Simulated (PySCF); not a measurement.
## Electronic structure of Cl₆W (charge −1, doublet) in real space

The calculation's input:

```
mol = gto.M(atom='''
W     -0.00000    -0.00000     0.00000
Cl    -0.00022    -0.00155     2.34202
Cl     0.00022     0.00155    -2.34202
Cl     2.37010     0.00000     0.00022
Cl    -0.00000     2.37009     0.00157
Cl    -2.37010    -0.00000    -0.00022
Cl     0.00000    -2.37009    -0.00157''',
    basis={'W': 'def2-SVP', 'Cl': 'def2-SVP'},
    ecp={'W': 'def2-SVP'},
    charge=-1, spin=1)
mf = dft.UKS(mol, xc='R2SCAN')
mf.grids.atom_grid = (75, 302)  # f atoms: at least (60, 302), unpruned
mf = mf.density_fit()  # W def2-universal-JKFIT, Cl def2-universal-JKFIT
mf.conv_tol = 1e-09; mf.max_cycle = 55
mf.kernel(dm0)
```

Run with:

```sh
OMP_NUM_THREADS=4 python run.py
```

Core potentials replace the inner electrons of W.

These are results of PySCF 2.14.0, UKS r2SCAN, W def2-SVP with ECP60, Cl def2-SVP; non-relativistic Hamiltonian with scalar-relativistic core potentials where named; density fitting, not measurements.

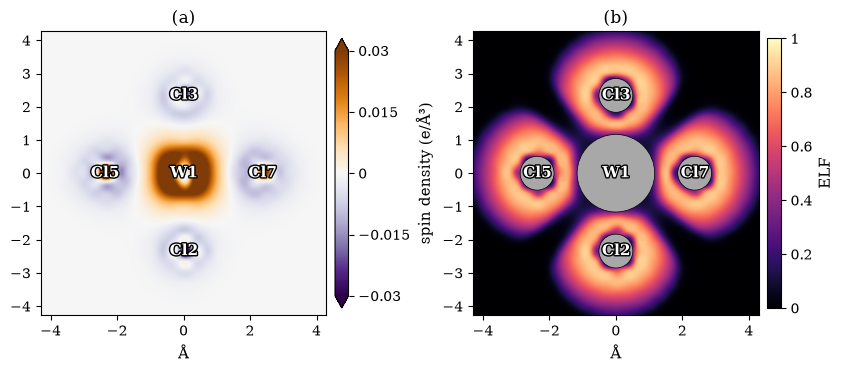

Figure 1. (a) spin density; (b) ELF on the plane of atoms Cl3, W1 and Cl5. Grey discs cover the atomic cores in the ELF map.

Question: What do the fields say about this system?

Answer:
- Atoms in the plane: W and Cl.
- W–Cl (2.34 Å): the ELF peaks at about 0.85 in the valence shell of Cl, 0.9 Å from its nucleus, and is about 0.40 at the midpoint.
- The unpaired spin (1 electron) lies mostly on W1 (about 0.8), in electrons by Hirshfeld's partition.

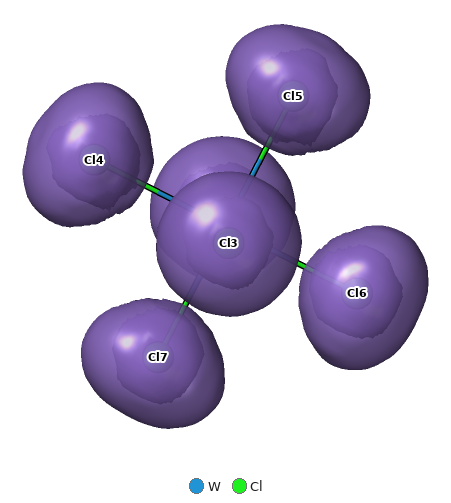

Figure 2. Isosurface of the ELF at 0.8 (purple), seen across its widest extent. Only the valence region is drawn (cores and ρ < 0.01 e/Å³ removed).

Question: Where are the electrons localised?

Answer: The surface consists of six regions wrapped around Cl (the valence shell of each).
